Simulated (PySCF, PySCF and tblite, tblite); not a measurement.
# C₅H₇FO: conformers and averaged spectra, part 2 of 2

PySCF and tblite. Atoms count from 0. Earlier steps stand in the parts before.

## 5. The ensemble: properties at PBE0/pcSseg-1

The job: settings as JSON, then the geometry in Å.

```
{"job": {"study": "conf", "smiles": "F[C@@H]1CC[C@@H]2O[C@H]12", "search": {"seed": 4612, "n_embed": 60, "ff_keep": 14, "window": 1.0, "nmax": 10, "temps": [180, 273.15, 298.15, 400, 450], "t_ref": 298.15, "order": 0.0005, "w0": 100.0}, "level": {"nmr": {"xc": "PBE0", "basis": "pcSseg-1"}, "j": {"xc": "B3LYP", "basis": {"default": "6-31G*", "H": "pcJ-1", "F": "pcJ-1"}, "nuclei": ["H", "F", "P", "Si", "B"]}}, "kind": "conf"}, "charge": 0, "multiplicity": 1}
F      0.676563     2.272012    -0.604885
C      0.330564     1.191478     0.171462
C      1.179048    -0.041308    -0.168074
C      0.300220    -1.246706     0.192667
C     -1.109482    -0.735855    -0.036045
O     -1.284368    -0.026215    -1.225433
C     -1.096266     0.728556    -0.063556
H      0.448563     1.516967     1.213479
H      1.364259    -0.023227    -1.242430
H      2.132750    -0.042589     0.354624
H      0.526917    -2.115383    -0.423623
H      0.413472    -1.519937     1.242876
H     -1.959311    -1.308300     0.314103
H     -1.923609     1.350035     0.252670
```

What it wrote:

```text
conformer  sym    E(xTB)   E(DFT)   G(298.15 K)  weight  dipole/D
    1     C1      0.000    0.000    0.000   1.0000    3.155

mean shielding (ppm) by class
class atoms           180 K   273.15 K   298.15 K      400 K      450 K
  0 F  0            405.027    405.027    405.027    405.027    405.027
  1 C  1              88.29      88.29      88.29      88.29      88.29
  2 C  2            159.811    159.811    159.811    159.811    159.811
  3 C  3            158.514    158.514    158.514    158.514    158.514
  4 C  4            135.148    135.148    135.148    135.148    135.148
  5 O  5            315.692    315.692    315.692    315.692    315.692
  6 C  6             132.83     132.83     132.83     132.83     132.83
  7 H  7             26.654     26.654     26.654     26.654     26.654
  8 H  8             29.754     29.754     29.754     29.754     29.754
  9 H  9             29.924     29.924     29.924     29.924     29.924
 10 H  10            29.633     29.633     29.633     29.633     29.633
 11 H  11            30.335     30.335     30.335     30.335     30.335
 12 H  12            28.698     28.698     28.698     28.698     28.698
 13 H  13            28.522     28.522     28.522     28.522     28.522
```

Run time: 37 s. Hardware: 1 thread of AMD EPYC 9R14, shared host. This counts the runs that the step sums up.

The search (ETKDG, MMFF94s, GFN2-xTB) embedded 60 structures, kept 2 distinct ones after the force field and 1 after xTB; 1 was carried on (window 1.0 kcal/mol at the search's own energies). Energies: PBE0/pcSseg-1 with D3(BJ).

The conformers at 298 K:

| no. | group | mirror pair | ΔE xTB | ΔE DFT | ΔG | weight (%) | μ (D) | A, B, C (GHz) |
| --- | --- | --- | --- | --- | --- | --- | --- | --- |
| 1 | C1 | no | 0.00 | 0.00 | 0.00 | 100.0 | 3.15 | 4.63, 2.74, 2.04 |

Energies in kcal/mol. ΔG holds xTB vibrations and rotation, symmetry numbers and mirror pairs.

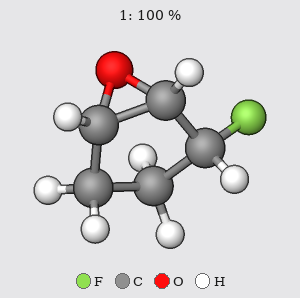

The one conformer.

Shifts against references run at the same level (¹⁹F CFCl3 170.9, ¹⁷O H2O 336.1, ¹H TMS 31.72, ¹³C TMS 186.9 ppm of shielding), by class of atoms, at 298 K:

| atoms | environment | average |
| --- | --- | --- |
| C1 | sp3 CH bonded to F | 98.6 |
| C6 | epoxide ring carbon | 54.1 |
| C4 | epoxide ring carbon | 51.8 |
| C3 | sp3 CH2 in a ring | 28.4 |
| C2 | sp3 CH2 in a ring | 27.1 |
| H7 | hydrogen on an sp3 CH bonded to F | 5.06 |
| H13 | hydrogen on an epoxide ring carbon | 3.20 |
| H12 | hydrogen on an epoxide ring carbon | 3.02 |
| H10 | hydrogen on an sp3 CH2 in a ring | 2.08 |
| H8 | hydrogen on an sp3 CH2 in a ring | 1.96 |
| H9 | hydrogen on an sp3 CH2 in a ring | 1.79 |
| H11 | hydrogen on an sp3 CH2 in a ring | 1.38 |
| F0 | fluorine on an sp3 carbon | -234.1 |
| O5 | ether oxygen | 20.4 |

Couplings (Hz, B3LYP/pcJ-1+6-31G*; one pair named for each class), from conformers that hold 100 % of the weight:

| pair | bonds | average |
| --- | --- | --- |
| F0–H7 | 2 | 60.6 |
| H10–H11 | 2 | -13.8 |
| H8–H9 | 2 | -13.4 |
| F0–H8 | 3 | 23.7 |
| H8–H11 | 3 | 10.9 |
| H8–H10 | 3 | 9.0 |
| H9–H11 | 3 | 8.7 |
| H7–H9 | 3 | 8.2 |
| H7–H8 | 3 | 8.1 |
| H12–H13 | 3 | 2.5 |
| H7–H13 | 3 | 1.5 |
| H7–H10 | 4 | -1.0 |
| F0–H12 | 4 | 0.9 |
| H8–H13 | 4 | -0.8 |
| H8–H12 | 4 | -0.8 |
| F0–H10 | 4 | -0.6 |
| H10–H13 | 4 | -0.6 |
| F0–H11 | 4 | 0.5 |

Effective distances for nuclear Overhauser effects, ⟨r⁻⁶⟩^(−1/6) over all pairs of two classes (Å): H8···H9 1.77; H10···H11 1.77; H8···H10 2.40; H9···H11 2.43; H7···H9 2.45; H7···H13 2.56; H11···H12 2.56; H12···H13 2.66.

## 6. Shieldings, conformer 1: B97-2/pcSseg-1 in tetrahydrofuran

The job: settings as JSON, then the geometry in Å.

```
{"job": {"xc": "B97-2", "basis": "pcSseg-1", "solvent": "tetrahydrofuran", "grid": 1, "kind": "nmr", "pop": false}, "charge": 0, "multiplicity": 1}
F      0.676563     2.272012    -0.604885
C      0.330564     1.191478     0.171462
C      1.179048    -0.041308    -0.168074
C      0.300220    -1.246706     0.192667
C     -1.109482    -0.735855    -0.036045
O     -1.284368    -0.026215    -1.225433
C     -1.096266     0.728556    -0.063556
H      0.448563     1.516967     1.213479
H      1.364259    -0.023227    -1.242430
H      2.132750    -0.042589     0.354624
H      0.526917    -2.115383    -0.423623
H      0.413472    -1.519937     1.242876
H     -1.959311    -1.308300     0.314103
H     -1.923609     1.350035     0.252670
```

What it wrote:

```text
final grid: 53688 points
cycle   1  E = -369.5247377086  dE =  1.168e+00  |g| = 7.115e-01  |ddm| = 3.340e+00
cycle   2  E = -369.4139701925  dE =  1.108e-01  |g| = 1.081e+00  |ddm| = 1.301e+00
cycle   3  E = -369.6114488906  dE = -1.975e-01  |g| = 9.551e-02  |ddm| = 8.741e-01
cycle   4  E = -369.6130494936  dE = -1.601e-03  |g| = 4.052e-02  |ddm| = 9.417e-02
cycle   5  E = -369.6133728303  dE = -3.233e-04  |g| = 6.577e-03  |ddm| = 3.254e-02
cycle   6  E = -369.6133782663  dE = -5.436e-06  |g| = 3.349e-03  |ddm| = 6.645e-03
cycle   7  E = -369.6133803568  dE = -2.090e-06  |g| = 2.653e-04  |ddm| = 2.533e-03
cycle   8  E = -369.6133803698  dE = -1.301e-08  |g| = 1.107e-04  |ddm| = 3.363e-04
cycle   9  E = -369.6133803722  dE = -2.408e-09  |g| = 2.762e-05  |ddm| = 1.127e-04
cycle  10  E = -369.6133803724  dE = -1.717e-10  |g| = 5.349e-06  |ddm| = 3.308e-05
converged SCF energy = -369.6133803724

GIAO shielding tensors (ppm)
atom      isotropic    diamagn.    paramagn.     s11        s22        s33       span
  0 F      410.294     471.040     -60.746    378.460    409.757    442.664     64.204
  1 C       87.512     241.796    -154.285     50.167     76.835    135.532     85.365
  2 C      159.021     247.470     -88.449    136.051    161.621    179.393     43.342
  3 C      157.832     246.412     -88.580    139.416    158.175    175.904     36.488
  4 C      134.041     250.880    -116.839     86.013    131.617    184.493     98.480
  5 O      320.604     398.971     -78.367    185.068    376.819    399.926    214.858
  6 C      132.696     251.836    -119.140     89.357    124.746    183.985     94.628
  7 H       26.496      29.318      -2.822     23.064     27.129     29.295      6.231
  8 H       30.005      29.810       0.195     26.927     27.419     35.667      8.740
  9 H       29.839      28.847       0.992     25.507     27.685     36.325     10.817
 10 H       29.656      28.779       0.877     25.645     26.959     36.364     10.719
 11 H       30.172      29.592       0.580     25.905     27.493     37.119     11.214
 12 H       28.533      30.164      -1.631     22.156     25.802     37.641     15.486
 13 H       28.421      30.292      -1.872     22.100     26.149     37.013     14.912
```

Run time: 9.3 s. Hardware: 1 thread of AMD EPYC 9R14, shared host; peak memory 1 GiB.

This run: HOMO -7.51 eV, LUMO 1.74 eV; dipole 3.87 D.

## 7. Single-point energy, conformer 1: LC-wPBE/def2-SVP in tetrahydrofuran

The job, as its differences from that of step 6:

```diff
@@ -1,2 +1,2 @@
-{"job": {"xc": "B97-2", "basis": "pcSseg-1", "solvent": "tetrahydrofuran", "grid": 1, "kind": "nmr", "pop": false}, "charge": 0, "multiplicity": 1}
+{"job": {"xc": "LC-wPBE", "basis": "def2-SVP", "solvent": "tetrahydrofuran", "kind": "sp"}, "charge": 0, "multiplicity": 1}
 F      0.676563     2.272012    -0.604885
```

What it wrote:

```text
coarse grid: 11944 points
cycle   1  E = -369.0878074661  dE =  1.641e+00  |g| = 8.013e-01  |ddm| = 3.901e+00
cycle   2  E = -369.0873139569  dE =  4.935e-04  |g| = 8.684e-01  |ddm| = 1.600e+00
cycle   3  E = -369.2152705905  dE = -1.280e-01  |g| = 5.298e-02  |ddm| = 8.595e-01
cycle   4  E = -369.2159297466  dE = -6.592e-04  |g| = 2.009e-02  |ddm| = 7.683e-02
cycle   5  E = -369.2160223740  dE = -9.263e-05  |g| = 8.003e-03  |ddm| = 3.458e-02
cycle   6  E = -369.2160339975  dE = -1.162e-05  |g| = 1.755e-03  |ddm| = 9.592e-03
cycle   7  E = -369.2160346985  dE = -7.010e-07  |g| = 5.044e-04  |ddm| = 2.801e-03
final grid: 116456 points
cycle   8  E = -369.2896193595  dE = -3.331e-05  |g| = 9.757e-03  |ddm| = 2.939e-02
cycle   9  E = -369.2896187102  dE =  6.493e-07  |g| = 1.045e-02  |ddm| = 1.804e-02
cycle  10  E = -369.2896359223  dE = -1.721e-05  |g| = 3.906e-04  |ddm| = 8.801e-03
cycle  11  E = -369.2896359641  dE = -4.178e-08  |g| = 2.616e-04  |ddm| = 6.827e-04
cycle  12  E = -369.2896359362  dE =  2.794e-08  |g| = 5.097e-05  |ddm| = 3.562e-04
cycle  13  E = -369.2896359264  dE =  9.752e-09  |g| = 1.810e-05  |ddm| = 7.252e-05
cycle  14  E = -369.2896359266  dE = -1.162e-10  |g| = 3.022e-06  |ddm| = 5.135e-05
converged SCF energy = -369.2896359266
```

Wall time 5.9 s (1 thread of AMD EPYC 9R14, shared host); peak memory 0.79 GiB.

In short: HOMO -10.46 eV, LUMO 4.41 eV; dipole 3.73 D.

## 8. Averages: properties at B97-2/pcSseg-1 in tetrahydrofuran

The job: settings as JSON, then the geometry in Å.

```
{"job": {"study": "conf", "smiles": "F[C@@H]1CC[C@@H]2O[C@H]12", "search": {"seed": 4612, "n_embed": 60, "ff_keep": 14, "window": 1.0, "nmax": 10, "temps": [180, 273.15, 298.15, 400, 450], "t_ref": 298.15, "order": 0.0005, "w0": 100.0}, "level": {"nmr": {"xc": "B97-2", "basis": "pcSseg-1", "solvent": "tetrahydrofuran", "grid": 1}, "sp": {"xc": "LC-wPBE", "basis": "def2-SVP", "solvent": "tetrahydrofuran"}, "change": "B97-2/pcSseg-1; solvent tetrahydrofuran; energies LC-wPBE/def2-SVP; grid level 1", "top": 4}, "kind": "conf"}, "charge": 0, "multiplicity": 1}
F      0.676563     2.272012    -0.604885
C      0.330564     1.191478     0.171462
C      1.179048    -0.041308    -0.168074
C      0.300220    -1.246706     0.192667
C     -1.109482    -0.735855    -0.036045
O     -1.284368    -0.026215    -1.225433
C     -1.096266     0.728556    -0.063556
H      0.448563     1.516967     1.213479
H      1.364259    -0.023227    -1.242430
H      2.132750    -0.042589     0.354624
H      0.526917    -2.115383    -0.423623
H      0.413472    -1.519937     1.242876
H     -1.959311    -1.308300     0.314103
H     -1.923609     1.350035     0.252670
```

What it wrote:

```text
conformer  sym    E(xTB)   E(DFT)   G(298.15 K)  weight  dipole/D
    1     C1      0.000    0.000    0.000   1.0000    3.726

mean shielding (ppm) by class
class atoms           180 K   273.15 K   298.15 K      400 K      450 K
  0 F  0            410.294    410.294    410.294    410.294    410.294
  1 C  1             87.511     87.511     87.511     87.511     87.511
  2 C  2            159.021    159.021    159.021    159.021    159.021
  3 C  3            157.832    157.832    157.832    157.832    157.832
  4 C  4            134.041    134.041    134.041    134.041    134.041
  5 O  5            320.604    320.604    320.604    320.604    320.604
  6 C  6            132.696    132.696    132.696    132.696    132.696
  7 H  7             26.496     26.496     26.496     26.496     26.496
  8 H  8             30.005     30.005     30.005     30.005     30.005
  9 H  9             29.839     29.839     29.839     29.839     29.839
 10 H  10            29.656     29.656     29.656     29.656     29.656
 11 H  11            30.172     30.172     30.172     30.172     30.172
 12 H  12            28.533     28.533     28.533     28.533     28.533
 13 H  13            28.421     28.421     28.421     28.421     28.421
```

It took 15 s on 1 thread of AMD EPYC 9R14, shared host. This counts the runs that the step sums up.

Against the first level, at 298 K (shieldings, ppm; largest changes first):

| atoms | PBE0/pcSseg-1 | B97-2/pcSseg-1 in tetrahydrofuran | change |
| --- | --- | --- | --- |
| F0 | 405.0 | 410.3 | +5.3 |
| O5 | 315.7 | 320.6 | +4.9 |
| C4 | 135.1 | 134.0 | -1.1 |
| C2 | 159.8 | 159.0 | -0.8 |
| C1 | 88.3 | 87.5 | -0.8 |
| C3 | 158.5 | 157.8 | -0.7 |
| H8 | 29.75 | 30.00 | +0.25 |
| H12 | 28.70 | 28.53 | -0.16 |
| H11 | 30.34 | 30.17 | -0.16 |
| H7 | 26.65 | 26.50 | -0.16 |

Weights: from PBE0/pcSseg-1 energies 1: 100 %; from LC-wPBE/def2-SVP in tetrahydrofuran energies 1: 100 % (with a dispersion term where the level has one and the same thermal terms, so they don't follow from the SCF energies alone). Times: 37 s and 15 s.

## 9. Summary of results

This closing draws on all 2 parts.

```
                           quantity                                                 value
                         conformers  1; the first in weight is no. 1 (C1), 100 % at 298 K
            root-mean-square dipole                                                3.15 D
averaged ¹³C shifts (PBE0/pcSseg-1)                      98.6, 54.1, 51.8, 28.4, 27.1 ppm
 averaged ¹H shifts (PBE0/pcSseg-1)          5.06, 3.20, 3.02, 2.08, 1.96, 1.79, 1.38 ppm
averaged ¹⁹F shifts (PBE0/pcSseg-1)                                            -234.1 ppm
```

In words: The search found one conformer in the window, so the averages are its own values. Going from PBE0/pcSseg-1 to B97-2/pcSseg-1 in tetrahydrofuran moves F0 most, by 5.3 ppm of raw shielding.
